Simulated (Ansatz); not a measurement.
# Zn5Pb: relaxing a made-up structure

This structure for Zn5Pb is made up. Its elements were placed in a known structure type with a cell scaled to their sizes. What cell does the guess relax to, and how far off was it?

Program: Ansatz 0.2.0. Level of theory: DFT, PBEsol, plane-wave PAW, files of the set soft_1, scalar-relativistic, no spin, cell and ions relaxed at zero pressure; PAW set soft_1. Results are calculated unless marked as measured.

## Step 1: The starting structure

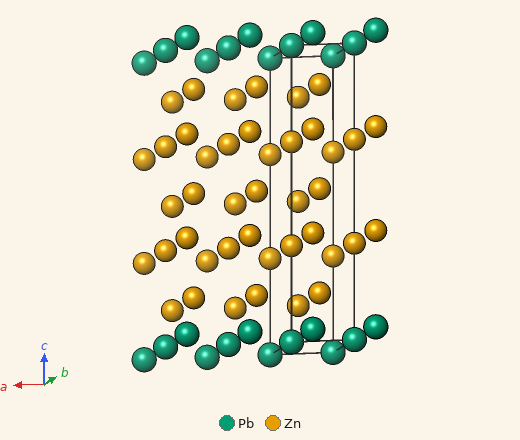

The starting structure, seen from a free direction (lead teal, zinc orange). 3×2×1 cells are drawn. Some periodic images of atoms are drawn too.

## Step 2: Relaxation of the guess

The guessed cell has no reason to be at equilibrium. It is relaxed with the atoms, within the space group of the guess.

File input.yaml:

```yaml
crystal:
  lattice:
    - [3.118, 0.0, 0.0]
    - [-1.559, 2.700267209, 0.0]
    - [0.0, 0.0, 14.781]
  atoms:
    - { symbol: Pb, position: [0.0, 0.0, 0.0] }
    - { symbol: Zn, position: [0.666666667, 0.333333333, 0.1486] }
    - { symbol: Zn, position: [0.0, 0.0, 0.3248] }
    - { symbol: Zn, position: [0.666666667, 0.333333333, 0.5] }
    - { symbol: Zn, position: [0.0, 0.0, 0.6752] }
    - { symbol: Zn, position: [0.666666667, 0.333333333, 0.8514] }
kpoints:
  mp_grid: { grid: [10, 10, 2] }
scf:
  occupations: { method: fermi_dirac, width: 0.05 }
hamiltonian:
  xc: pbesol
  pseudopotentials: { kind: paw, azcp: { folder: soft_1 }, xc_functional: pbe }
relax:
  f_tol: 0.015
  max_steps: 70
  cell: {}
output:
  forces: true
  stress: true
```

On the command line:

```sh
$ ansatz run input.yaml --threads 4 --pin off --max-ram 10240MiB --backend cpu --events-out ev --progress --plain --runs-dir out
```

Numbers of over 12 decimals in the logs are rounded to 6 here.

Log:

```text
Engine: ansatz 0.2.0, aarch64-unknown-linux-gnu
Pseudopotentials: kind: paw
Pseudopotential: Pb, paw, valence charge 14, recommended cutoff 420 eV (normal), soft_1/Pb.paw.azcp
Pseudopotential: Zn, paw, valence charge 12, recommended cutoff 420 eV (normal), soft_1/Zn.paw.azcp
Functional definition: PBEsol
  exchange = pbesol_x
  correlation = pbesol_c
Crystal: 6 atoms, lattice volume = 124.448 Å³
Basis set: ecut = 420 eV, 2425 PW (Γ), exchange–correlation on 48×48×200 points (8 copies of the dense FFT grid, shifted against one another)
Bands: 45, of which v1, the nominal top of the filled ones, is band 37 counted from 1 (36 counted from 0)
Symmetry: 12 space group operations
Space group: P-6m2 (ITA 187), of the structure as read, at distance tolerance 5.0e-5 Å
k-points: 28 of 200 (time reversal used)
Non-local potential: Pb, projectors of the file, l = 0: 2, l = 1: 2, l = 2: 2, l = 3: 1
Non-local potential: Zn, projectors of the file, l = 0: 2, l = 1: 2, l = 2: 3, l = 3: 1
PAW form: soft (Blöchl's): semilocal exchange-correlation on the pseudo side does not see the compensation charge
PAW frozen core: Pb, regenerated for the run's functional, and the local potential with it (the file was generated under x = pbe(κ = 0.804, μ = 0.219515), c = pbe(β = 0.066725))
PAW frozen core: Zn, regenerated for the run's functional, and the local potential with it (the file was generated under x = pbe(κ = 0.804, μ = 0.219515), c = pbe(β = 0.066725))
PAW one-centre angular grid: Pb, 590 points (default); XC on 64 Gauss nodes
PAW one-centre angular grid: Zn, 590 points (default); XC on 64 Gauss nodes
Initial density: superposition of atomic densities (chi_scale 0.1, normalization cell, long waves of neutral atoms (reshape's long-wave potential 4.04 eV rms, cloud 2.68 Å wide))
Initial wavefunctions: pseudopotential atomic-orbital guess
Functional: x = pbesol(κ = 0.804, μ = 0.123457), c = pbesol(β = 0.046)
SCF iter   1: F=—  HF=-28159.869710 eV  |F-HF|=—  |Δ(HF+E_count)|=         —  Δρ=3.15e-2  dr2=9.61e0  ethr=3.10e-3  ⟨swp⟩=10.2  Hψ=6433  notcnv=0  defer=4
preconditioner: auto → Kerker (q_TF=auto, 2.502 Å⁻¹)  [metal: Δε(μ)=0.025 eV  Ē_g=11.033 eV  σ=0.050 eV  W_gap=0.12  n_scr=40 (ndim 8)  ℏωp=28.6 eV  f_vac=0.000  D(μ)=1.80/eV (n_scr^D=6)]
SCF iter   2: F=—  HF=-28159.114862 eV  |F-HF|=—  |Δ(HF+E_count)|=   7.55e-1  Δρ=1.84e-2  dr2=4.35e0  ethr=3.10e-3  ⟨swp⟩=2.9  Hψ=2806  notcnv=0  defer=45
SCF iter   3: F=—  HF=-28158.672199 eV  |F-HF|=—  |Δ(HF+E_count)|=   4.43e-1  Δρ=4.80e-3  dr2=6.75e-2  ethr=3.10e-3  ⟨swp⟩=3.4  Hψ=1997  notcnv=0  defer=45
SCF iter   4: F=—  HF=-28158.672751 eV  |F-HF|=—  |Δ(HF+E_count)|=   5.53e-4  Δρ=5.03e-3  dr2=2.81e-2  ethr=9.12e-5  ⟨swp⟩=2.7  Hψ=2187  notcnv=0  defer=51
SCF iter   5: F=—  HF=-28158.664110 eV  |F-HF|=—  |Δ(HF+E_count)|=   8.64e-3  Δρ=1.11e-3  dr2=5.40e-3  ethr=3.80e-5  ⟨swp⟩=2.4  Hψ=2116  notcnv=0  defer=48
SCF iter   6: F=—  HF=-28158.663987 eV  |F-HF|=—  |Δ(HF+E_count)|=   1.23e-4  Δρ=3.89e-4  dr2=5.01e-4  ethr=7.30e-6  ⟨swp⟩=1.9  Hψ=1842  notcnv=0  defer=48
SCF iter   7: F=—  HF=-28158.663957 eV  |F-HF|=—  |Δ(HF+E_count)|=   3.04e-5  Δρ=3.28e-4  dr2=1.05e-4  ethr=6.77e-7  ⟨swp⟩=2.0  Hψ=2024  notcnv=0  defer=48
SCF iter   8: F=—  HF=-28158.663920 eV  |F-HF|=—  |Δ(HF+E_count)|=   3.64e-5  Δρ=7.12e-5  dr2=3.28e-5  ethr=1.41e-7  ⟨swp⟩=2.0  Hψ=1780  notcnv=0  defer=48
SCF iter   9: F=—  HF=-28158.663925 eV  |F-HF|=—  |Δ(HF+E_count)|=   4.13e-6  Δρ=2.64e-5  dr2=5.72e-6  ethr=4.43e-8  ⟨swp⟩=1.4  Hψ=1289  notcnv=0  defer=48
SCF iter  10: F=—  HF=-28158.663924 eV  |F-HF|=—  |Δ(HF+E_count)|=   5.66e-7  Δρ=1.22e-5  dr2=5.21e-7  ethr=7.74e-9  ⟨swp⟩=1.6  Hψ=1247  notcnv=0  defer=48
SCF iter  11: F=-28158.663924 eV  HF=-28158.663924 eV  |F-HF|=1.26e-7  |Δ(HF+E_count)|=   3.58e-8  Δρ=1.10e-5  dr2=8.35e-8  ethr=1.35e-10  ⟨swp⟩=4.9  Hψ=4570  notcnv=0
SCF 1 converged in 11 iterations: F = -28158.663924 eV  dr2 = 8.35e-8
  greatest PAW one-centre occupation: 0.983 electrons in one spin orbital (limit 2), on the Zn atom at site 3 (counted from 0), in its partial waves of l = 2
relax step   1: F+E_penalty+E_count = -28158.66392381 eV  Δ(F+E_penalty+E_count) = +0.000e0 eV  max|allowed force component| = 1.560e0 eV/Å  Δτ_max = 0.0000 Å  P = -1.798 GPa  Ω = 124.448 Å³  (11 SCF iters, dr2 threshold 1.00e-7 eV, accepted)
Crystal: 6 atoms, lattice volume = 121.147 Å³
Basis set: ecut = 420 eV, 2353 PW (Γ), exchange–correlation on 48×48×200 points (8 copies of the dense FFT grid, shifted against one another)
Initial density: handed on by an earlier stage of this run
Initial wavefunctions: those handed on with the density
iter 1 solved again at ethr=2.66e-3 eV; its pass at ethr=3.10e-3 eV (dr2=1.97e0 eV) is discarded
SCF iter   1: F=—  HF=-28159.380902 eV  |F-HF|=—  |Δ(HF+E_count)|=         —  Δρ=8.43e-3  dr2=1.93e0  ethr=2.66e-3  ⟨swp⟩=1.3  Hψ=7714  notcnv=0
preconditioner: auto → Kerker (q_TF=auto, 2.513 Å⁻¹)  [metal: Δε(μ)=0.015 eV  Ē_g=11.370 eV  σ=0.050 eV  W_gap=0.08  n_scr=40 (ndim 8)  ℏωp=29.0 eV  f_vac=0.000  D(μ)=1.53/eV (n_scr^D=6)]
SCF iter   2: F=—  HF=-28159.327009 eV  |F-HF|=—  |Δ(HF+E_count)|=   5.39e-2  Δρ=5.17e-3  dr2=9.55e-1  ethr=2.60e-3  ⟨swp⟩=1.0  Hψ=1260  notcnv=0
SCF iter   3: F=—  HF=-28159.287115 eV  |F-HF|=—  |Δ(HF+E_count)|=   3.99e-2  Δρ=4.64e-3  dr2=1.69e-2  ethr=1.29e-3  ⟨swp⟩=2.5  Hψ=1579  notcnv=0  defer=14
SCF iter   4: F=—  HF=-28159.278327 eV  |F-HF|=—  |Δ(HF+E_count)|=   8.79e-3  Δρ=1.37e-3  dr2=2.30e-3  ethr=2.29e-5  ⟨swp⟩=2.2  Hψ=2384  notcnv=0  defer=44
SCF iter   5: F=—  HF=-28159.278167 eV  |F-HF|=—  |Δ(HF+E_count)|=   1.60e-4  Δρ=3.26e-4  dr2=1.79e-4  ethr=3.11e-6  ⟨swp⟩=2.1  Hψ=1873  notcnv=0  defer=44
SCF iter   6: F=—  HF=-28159.278174 eV  |F-HF|=—  |Δ(HF+E_count)|=   6.74e-6  Δρ=1.45e-4  dr2=3.64e-5  ethr=2.42e-7  ⟨swp⟩=2.1  Hψ=2115  notcnv=0  defer=44
SCF iter   7: F=—  HF=-28159.278171 eV  |F-HF|=—  |Δ(HF+E_count)|=   2.71e-6  Δρ=6.74e-5  dr2=4.85e-6  ethr=4.91e-8  ⟨swp⟩=2.0  Hψ=1758  notcnv=0  defer=44
SCF iter   8: F=—  HF=-28159.278172 eV  |F-HF|=—  |Δ(HF+E_count)|=   9.37e-7  Δρ=8.07e-5  dr2=5.30e-6  ethr=6.55e-9  ⟨swp⟩=2.0  Hψ=2087  notcnv=0  defer=44
SCF iter   9: F=-28159.278169 eV  HF=-28159.278170 eV  |F-HF|=2.55e-7  |Δ(HF+E_count)|=   2.18e-6  Δρ=1.14e-5  dr2=3.42e-7  ethr=8.11e-10  ⟨swp⟩=3.3  Hψ=5327  notcnv=0
SCF 2 converged in 9 iterations: F = -28159.278169 eV  dr2 = 3.42e-7
  greatest PAW one-centre occupation: 0.983 electrons in one spin orbital (limit 2), on the Zn atom at site 2 (counted from 0), in its partial waves of l = 2
[...]
SCF iter   6: F=—  HF=-28159.832140 eV  |F-HF|=—  |Δ(HF+E_count)|=   3.07e-4  Δρ=3.62e-4  dr2=7.37e-4  ethr=8.61e-6  ⟨swp⟩=1.1  Hψ=1218  notcnv=0  defer=45
SCF iter   7: F=—  HF=-28159.832063 eV  |F-HF|=—  |Δ(HF+E_count)|=   7.70e-5  Δρ=2.16e-4  dr2=1.48e-4  ethr=9.96e-7  ⟨swp⟩=2.2  Hψ=1782  notcnv=0  defer=45
SCF iter   8: F=—  HF=-28159.832047 eV  |F-HF|=—  |Δ(HF+E_count)|=   1.61e-5  Δρ=1.04e-4  dr2=4.70e-5  ethr=2.00e-7  ⟨swp⟩=2.7  Hψ=2024  notcnv=0  defer=45
SCF iter   9: F=—  HF=-28159.832040 eV  |F-HF|=—  |Δ(HF+E_count)|=   7.53e-6  Δρ=2.21e-5  dr2=2.45e-6  ethr=6.35e-8  ⟨swp⟩=1.9  Hψ=1333  notcnv=0  defer=45
SCF iter  10: F=-28159.832039 eV  HF=-28159.832039 eV  |F-HF|=5.83e-8  |Δ(HF+E_count)|=   1.33e-7  Δρ=9.92e-6  dr2=1.23e-7  ethr=8.11e-10  ⟨swp⟩=5.0  Hψ=5299  notcnv=0
SCF 3 converged in 10 iterations: F = -28159.832039 eV  dr2 = 1.23e-7
  greatest PAW one-centre occupation: 0.982 electrons in one spin orbital (limit 2), on the Zn atom at site 5 (counted from 0), in its partial waves of l = 2
relax step   3: F+E_penalty+E_count = -28159.83203935 eV  Δ(F+E_penalty+E_count) = -5.539e-1 eV  max|allowed force component| = 7.914e-1 eV/Å  Δτ_max = 0.1948 Å  P = -1.944 GPa  Ω = 113.322 Å³  energy of the carried Pulay correction = +6.143e-3 eV  (10 SCF iters, dr2 threshold 6.00e-7 eV, accepted)
[...]
relax step   4: F+E_penalty+E_count = -28160.23498788 eV  Δ(F+E_penalty+E_count) = -4.029e-1 eV  max|allowed force component| = 5.339e-1 eV/Å  Δτ_max = 0.2000 Å  P = -1.509 GPa  Ω = 109.680 Å³  energy of the carried Pulay correction = +8.377e-3 eV  (11 SCF iters, dr2 threshold 6.00e-7 eV, accepted)
[...]
relax step   5: F+E_penalty+E_count = -28160.43479096 eV  Δ(F+E_penalty+E_count) = -1.998e-1 eV  max|allowed force component| = 1.749e-1 eV/Å  Δτ_max = 0.1948 Å  P = +1.168 GPa  Ω = 104.797 Å³  energy of the carried Pulay correction = +1.157e-2 eV  (10 SCF iters, dr2 threshold 6.00e-7 eV, accepted)
[...]
relax step   6: F+E_penalty+E_count = -28160.44784272 eV  Δ(F+E_penalty+E_count) = -1.305e-2 eV  max|allowed force component| = 3.228e-2 eV/Å  Δτ_max = 0.0660 Å  P = -0.101 GPa  Ω = 107.211 Å³  energy of the carried Pulay correction = +9.963e-3 eV  (7 SCF iters, dr2 threshold 6.00e-7 eV, accepted)
[...]
relax step   7: F+E_penalty+E_count = -28160.44898429 eV  Δ(F+E_penalty+E_count) = -1.142e-3 eV  max|allowed force component| = 1.006e-3 eV/Å  Δτ_max = 0.0146 Å  P = -0.003 GPa  Ω = 106.921 Å³  energy of the carried Pulay correction = +1.015e-2 eV  (6 SCF iters, dr2 threshold 9.52e-8 eV, accepted)
[...]
relax step   8: F+E_penalty+E_count = -28160.44145395 eV  Δ(F+E_penalty+E_count) = +7.530e-3 eV  max|allowed force component| = 1.007e-3 eV/Å  Δτ_max = 0.0000 Å  P = -0.043 GPa  Ω = 106.921 Å³  stress off target by 8.66e-2 GPa  SCF on the basis re-selected at this cell (its energy is not comparable with the rows above)  (9 SCF iters)
[...]
relax step   9: F+E_penalty+E_count = -28160.44152089 eV  Δ(F+E_penalty+E_count) = -6.694e-5 eV  max|allowed force component| = 1.597e-3 eV/Å  Δτ_max = 0.0005 Å  P = +0.005 GPa  Ω = 106.843 Å³  energy of the carried Pulay correction = +4.417e-5 eV  (6 SCF iters, dr2 threshold 1.88e-8 eV, accepted)
iter 1 solved again at ethr=8.92e-8 eV; its pass at ethr=3.10e-3 eV (dr2=6.60e-5 eV) is discarded
SCF iter   1: F=—  HF=-28160.441494 eV  |F-HF|=—  |Δ(HF+E_count)|=         —  Δρ=2.90e-6  dr2=5.37e-9  ethr=8.92e-8  ⟨swp⟩=3.5  Hψ=10381  notcnv=0
eigensolver tolerance schedule: the retry pair's looser diagonalisation over-reported the residual by 12306.82 of it (diagonalisation noise at 0.55 of the residual, at the tolerance the schedule requests for it); recorded, not acted on — ethr = c·dr2/N_el stays at c = 1.0e-1
SCF iter   2: F=—  HF=-28160.441498 eV  |F-HF|=—  |Δ(HF+E_count)|=   3.93e-6  Δρ=2.12e-6  dr2=3.16e-9  ethr=7.25e-12  ⟨swp⟩=3.1  Hψ=2934  notcnv=0
SCF iter   3: F=—  HF=-28160.441498 eV  |F-HF|=—  |Δ(HF+E_count)|=  9.46e-11  Δρ=2.02e-6  dr2=2.56e-9  ethr=4.27e-12  ⟨swp⟩=2.0  Hψ=2128  notcnv=0
SCF iter   4: F=—  HF=-28160.441498 eV  |F-HF|=—  |Δ(HF+E_count)|=  6.69e-10  Δρ=5.70e-7  dr2=4.50e-10  ethr=3.46e-12  ⟨swp⟩=2.0  Hψ=1966  notcnv=0
SCF iter   5: F=—  HF=-28160.441498 eV  |F-HF|=—  |Δ(HF+E_count)|=  5.82e-11  Δρ=1.22e-7  dr2=1.25e-10  ethr=1.00e-12  ⟨swp⟩=2.0  Hψ=2043  notcnv=0
SCF iter   6: F=-28160.441498 eV  HF=-28160.441498 eV  |F-HF|=1.82e-11  |Δ(HF+E_count)|=  1.46e-11  Δρ=1.59e-7  dr2=2.39e-11  ethr=1.00e-12  ⟨swp⟩=4.0  Hψ=4317  notcnv=0
SCF 10 converged in 6 iterations: F = -28160.441498 eV  dr2 = 2.39e-11
relax step  10: F+E_penalty+E_count = -28160.44149765 eV  Δ(F+E_penalty+E_count) = +2.324e-5 eV  max|allowed force component| = 1.606e-3 eV/Å  Δτ_max = 0.0000 Å  P = +0.005 GPa  Ω = 106.843 Å³  stress off target by 1.57e-2 GPa  SCF on the basis re-selected at this cell (its energy is not comparable with the rows above)  (6 SCF iters)
basis re-selected at this cell: Δ(F+E_penalty+E_count) = +2.324e-5 eV, ΔP = +0.000 GPa vs the last step (what re-selecting the basis moved, of the pressure what is left beyond the Pulay correction that the steps carried, after the strain that the cell walked since its last selection, with what the two solves' SCF thresholds leave and, on support functions, any second-order correction that the steps lacked; it is no m [...]
SCF converged after 6 iterations
Free energy (F): -28160.441498 eV
Harris-Foulkes:  -28160.441498 eV  (|F-HF|=1.82e-11)
Internal energy: -28160.428387 eV  (E = F + TS)
E sigma→0 (E₀):  -28160.434943 eV
Entropy (-TS):   -0.013110 eV (-2.185 meV/atom)
Fermi energy:    10.884480 eV
--- Per-component energies (eV) ---
  E_band       = 196.348161
  E_kinetic    = 1031.779911
  E_local      = -10451.540738  (includes V_loc(G=0)·N_el)
  E_nonlocal   = 4399.427559
  E_hartree    = 3982.970660
  E_xc         = -593.920440
  E_vxc        = -396.093139  (∫ρ·V_xc dr)
  E_paw        = -19533.679819  (= ΣΔE_a)
  E_vpaw       = -2353.165054  (= ΣTr[D̂ρ^β])
  E_aug_tail   = -0.001306  (compensation charges beyond the density's cutoff)
  E_ewald      = -6999.513164
  E_core_change = 4.048949  (= ΣΔE_core)
  E_smearing   = -0.013110  (= −TS)
  E_closure    = -0.000000  (closes the sum)
  Σ components = -28160.441498   (vs F -28160.441498, Δ=0.00e0)
--- Forces (eV/Å), atoms counted from 1 ---
  atom   1  Pb     0.00000000     0.00000000    -0.00000000
  atom   2  Zn    -0.00000000     0.00000000    -0.00160622
  atom   3  Zn     0.00000000    -0.00000000    -0.00105440
  atom   4  Zn     0.00000000     0.00000000    -0.00000000
  atom   5  Zn     0.00000000    -0.00000000     0.00105440
  atom   6  Zn    -0.00000000     0.00000000     0.00160622
  max |Σ_I F_I| component: 1.20e-16 eV/Å
--- Stress (GPa, compression-positive) ---
        0.015231      -0.000000       0.000000
        0.000000       0.015231      -0.000000
        0.000000      -0.000000      -0.015714
  P = ⅓ Tr σ = 0.0049 GPa (0.049 kbar)
--- Relaxed structure (8 steps of the walk, 8 accepted, 2 SCFs on fresh bases) ---
  F+E_penalty+E_count = -28160.44149765 eV   max|allowed force component| = 1.606e-3 eV/Å   (the final SCF, on the basis selected at the relaxed cell)
  cell:  # Å, volume = 106.8434 Å³
    - [3.062600, -3.075299781248297e-18, 7.378267424502894e-18]
    - [-1.531300, 2.652290, -3.6891337122514426e-18]
    - [3.4976963053744353e-17, 0, 13.153357]
  atoms:
    - { symbol: Pb, position: [-2.7755575615628914e-17, 1.8503717085702404e-17, -1.251858269202756e-18] }
    - { symbol: Zn, position: [0.666667, 0.333333, 0.204917] }
    - { symbol: Zn, position: [-3.0215640808064544e-17, 1.8503717085702407e-17, 0.352845] }
    - { symbol: Zn, position: [0.666667, 0.333333, 0.5] }
    - { symbol: Zn, position: [-2.5295510423193295e-17, 1.850371708570241e-17, 0.647155] }
    - { symbol: Zn, position: [0.666667, 0.333333, 0.795083] }
```

Elapsed: 40 s, on 4 threads of Arm Neoverse V1, shared host; peak memory 0.55 GiB.

Step by step:

```tsv
step	energy less that of the first step (eV)	largest force component (eV/Å)	pressure (GPa)	volume (Å³)
1	0.0000	1.5603	-1.80	124.45
2	-0.6142	1.1928	-3.17	121.15
3	-1.1681	0.7914	-1.94	113.32
4	-1.5711	0.5339	-1.51	109.68
5	-1.7709	0.1749	1.17	104.80
6	-1.7839	0.0323	-0.10	107.21
7	-1.7851	0.0010	0.00	106.92
8*	-1.7775	0.0010	-0.04	106.92
9	-1.7776	0.0016	0.00	106.84
10*	-1.7776	0.0016	0.00	106.84
```

Relaxation steps marked * repeat the geometry before them on a plane-wave basis chosen anew for their cell, so energy and pressure can jump there.

The run keeps the 12 symmetry operations that it works with, so distortions that break them were not tested.

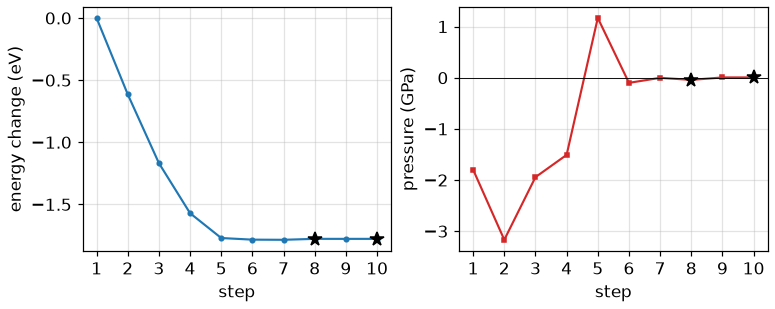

Energy and pressure along the relaxation. Stars mark steps on a basis chosen anew.

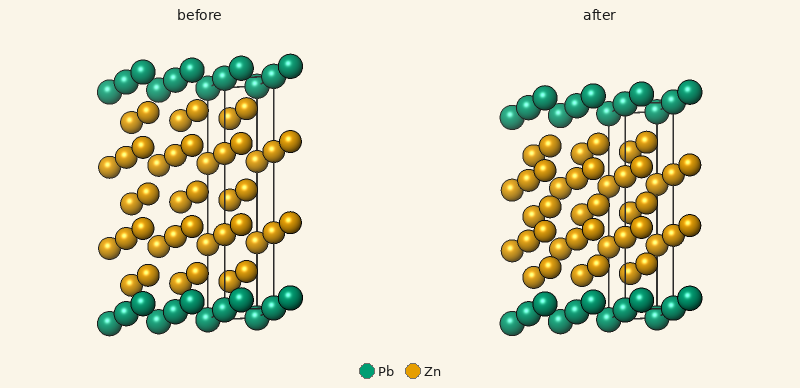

Before and after, at one scale.

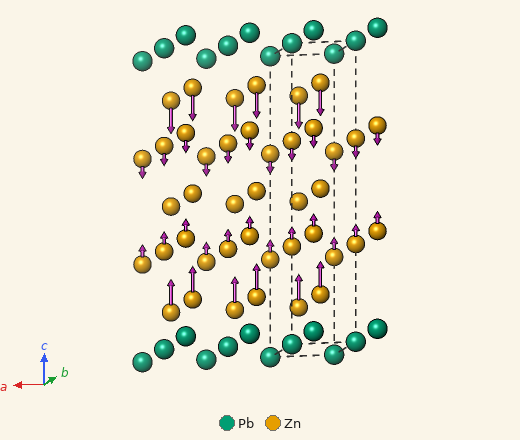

Displacements in the relaxation, exaggerated, measured against the changing cell; the longest in the cell stands for 0.74 Å. 3×2×1 cells are drawn. Some periodic images of atoms are drawn too.

```tsv
conventional cell, symmetrised	before	after	change
a (Å)	3.118	3.063	-1.8 %
b (Å)	3.118	3.063	-1.8 %
c (Å)	14.781	13.153	-11.0 %
volume (Å³/atom)	20.74	17.81	-14.1 %
```

The atoms that moved most (Å, as changes of fractional coordinates times the final cell):

```tsv
atom	dx	dy	dz	length
Zn6	0.000	0.000	-0.741	0.741
Zn2	0.000	0.000	0.741	0.741
Zn5	0.000	0.000	-0.369	0.369
Zn3	0.000	0.000	0.369	0.369
```

Final coordinates:

```
Pb Zn
1.0
     3.06260    0.00000    0.00000
    -1.53130    2.65229    0.00000
     0.00000    0.00000   13.15336
Pb Zn
1 5
Cartesian
  0.0000 0.0000 0.0000
  1.5313 0.8841 2.6954
  0.0000 0.0000 4.6411
  1.5313 0.8841 6.5767
  0.0000 0.0000 8.5123
  1.5313 0.8841 10.4580
```

Numbers from this step:

* free energy: -28160.4415 eV
* energy at zero smearing: -28160.4349 eV
* smearing term TS: 0.01311 eV
* Fermi energy: 10.88 eV
* electrons: 74
* symmetry operations: 12
* pressure: 0.004916 GPa

The shortest distance of each pair, which need not be the same contact before and after:

```tsv
pair	guess (Å)	relaxed (Å)
Zn–Zn	3.118	2.622
Pb–Pb	3.118	3.063
Pb–Zn	2.840	3.224
```

The relaxation ends with a largest force component of 0.0016 eV/Å and a pressure of 0.00 GPa.

## Step 3: Outcome

| Quantity | Value |
| --- | --- |
| space group, relaxed | P-6m2 |
| conventional cell | a = 3.063, b = 3.063, c = 13.153 Å; α = 90.0°, β = 90.0°, γ = 120.0° |
| volume per atom | 17.81 Å³ (guess 20.74) |

In words: Zn5Pb relaxes to P-6m2 with a = 3.063, b = 3.063 and c = 13.153 Å. The guessed volume was 16 % too large. The space group P-6m2 was held in the relaxation, so the end point is a stationary structure within it and may be a saddle against distortions or other arrangements. Mesh and cutoff weren't tested. A vector of the cell changed its length by 11 %, more than the volume shows. Spin-orbit coupling is left out, which can matter for elements this heavy. No dispersion term is used, so weakly bound directions may come out too long. Nothing here tests whether the compound is stable against decomposition.

[Logs are printed without paths, hosts, clocks, repeated set-up lines and the standing remarks that a program may print on its own settings, such as how far it seeks lower states.]

[Hosts, paths, dates, database ids (printed as entryN), source tags and the programs' standing remarks are cut or masked in the printed files.]
